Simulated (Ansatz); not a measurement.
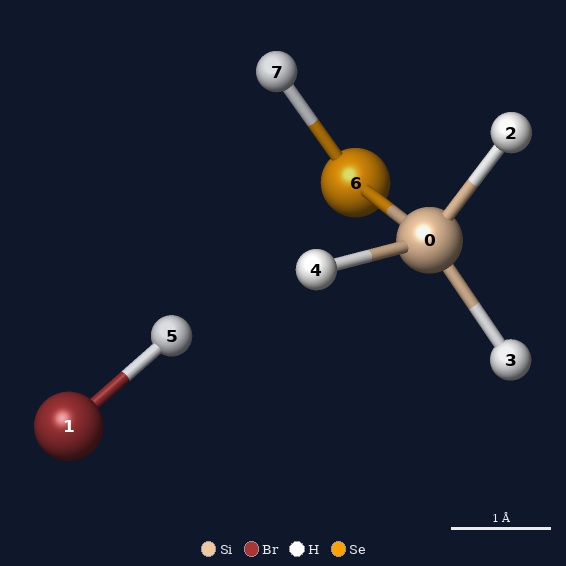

The structure as it stands in the input. Atoms are numbered from 0, in the order of the input.

Ansatz 0.2.0 input:

```yaml
crystal:
  periodic: [false, false, false]
  atoms:
    - {symbol: Si, position_ang: [-0.121934, 1.018655, -0.659489]}
    - {symbol: Br, position_ang: [-1.466884, -2.203030, 1.859668]}
    - {symbol: H, position_ang: [0.452821, 1.623810, -1.884795]}
    - {symbol: H, position_ang: [-0.601351, 2.071261, 0.265633]}
    - {symbol: H, position_ang: [-1.216844, 0.085721, -1.013928]}
    - {symbol: H, position_ang: [-0.294960, -1.462699, 1.450222]}
    - {symbol: Se, position_ang: [1.506065, -0.077518, 0.526548]}
    - {symbol: H, position_ang: [1.742984, -1.056102, -0.543759]}
basis:
  gaussian: {orbitals: def2-TZVPP}
correlation: {method: ccsd_t}
```

Result:

```
Functional definition: HF
  name "HF"
  cite "Fock, Z. Phys. 61, 126 (1930) doi:10.1007/BF01340294"
  parent pbe
  exchange = exact_x
  correlation = 0
1265 factors; integrals over basis functions are off by at most 9.1e-4 eV
mean field evaluation 1: about -143242.9212 eV, gradient 1.6e1 eV
mean field evaluation 2: about -143243.0986 eV, gradient 1.6e1 eV
mean field evaluation 4: about -143244.4281 eV, gradient 2.4e0 eV
mean field evaluation 8: about -143244.4537 eV, gradient 1.7e-1 eV
mean field evaluation 16: about -143244.0617 eV, gradient 6.0e0 eV
mean field -143244.45390131 eV, -5264.1365862951 hartree, gradient 3.2e-6 eV, S^2 0.000000; 0 other end points of the search recorded, 0 dependent functions left out
23 core orbitals not correlated: weight in the atoms' cores, before any rotation towards them, 1.000 or more for the frozen orbitals, at most 0.000 for the correlated occupied ones
reference -143244.45390131 eV, -5264.1365862951 hartree; 21, 21 occupied and 164, 164 virtual orbitals, 1265 factors
second order -19.15508115 eV of doubles, -0.00000000 eV of singles
cycle   1  -19.62937864 eV  change   -4.7e-1 eV  update   8.7e-2
cycle   2  -20.18267505 eV  change   -5.5e-1 eV  update   2.5e-2
cycle   3  -20.21136166 eV  change   -2.9e-2 eV  update   9.3e-3
cycle   4  -20.20386882 eV  change    7.5e-3 eV  update   2.5e-3
cycle   5  -20.20459802 eV  change   -7.3e-4 eV  update   8.8e-4
cycle   6  -20.20414714 eV  change    4.5e-4 eV  update   2.7e-4
cycle   7  -20.20406186 eV  change    8.5e-5 eV  update   7.8e-5
cycle   8  -20.20410915 eV  change   -4.7e-5 eV  update   2.6e-5
perturbative correction -0.67690666 eV, -0.0248758608 hartree
Total energy: -143265.33491712 eV, -5264.9039494722 hartree
```
